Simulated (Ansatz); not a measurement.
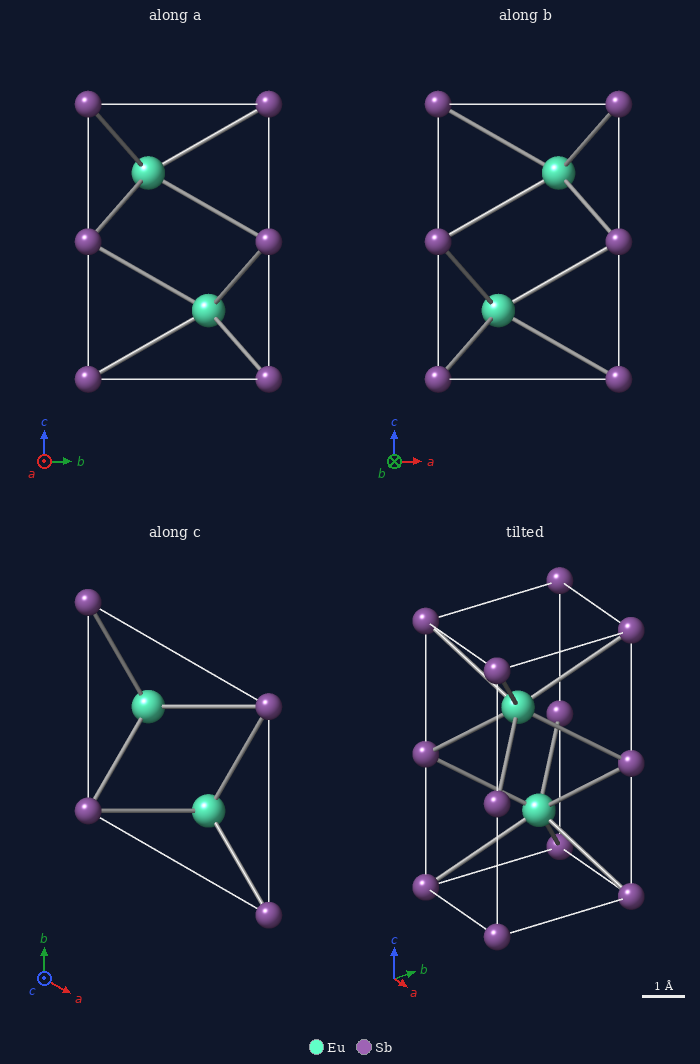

Drawn in the ball-and-stick manner and seen along the a axis, along the b axis, along the c axis and slightly off an axis. The conventional unit cell is drawn as a box.

Lattice parameters: a = 5.0307 Å, b = 5.0307 Å, c = 6.6345 Å, α = 90.000°, β = 90.000°, γ = 120.000°.

Q: Convert the drawing into a CIF in P1 with every atom of the cell.

A:
```cif
data_structure
_symmetry_space_group_name_H-M 'P 1'
_symmetry_Int_Tables_number 1
_cell_length_a 5.0307
_cell_length_b 5.0307
_cell_length_c 6.6345
_cell_angle_alpha 90.000
_cell_angle_beta 90.000
_cell_angle_gamma 120.000
_cell_volume 145.41
loop_
_atom_site_label
_atom_site_type_symbol
_atom_site_fract_x
_atom_site_fract_y
_atom_site_fract_z
_atom_site_occupancy
Eu1 Eu 0.3333 0.6667 0.2500 1
Eu2 Eu 0.6667 0.3333 0.7500 1
Sb1 Sb 0.0000 0.0000 0.0000 1
Sb2 Sb 0.0000 0.0000 0.5000 1
```

The cell started as a structure type filled with these elements by a generator (whether the compound takes this form wasn't checked). The cell was then strained or its atoms displaced on purpose. It was relaxed at fixed volume with DFT PBE+U, scalar-relativistic, plane waves, PAW in Ansatz 0.2.0.
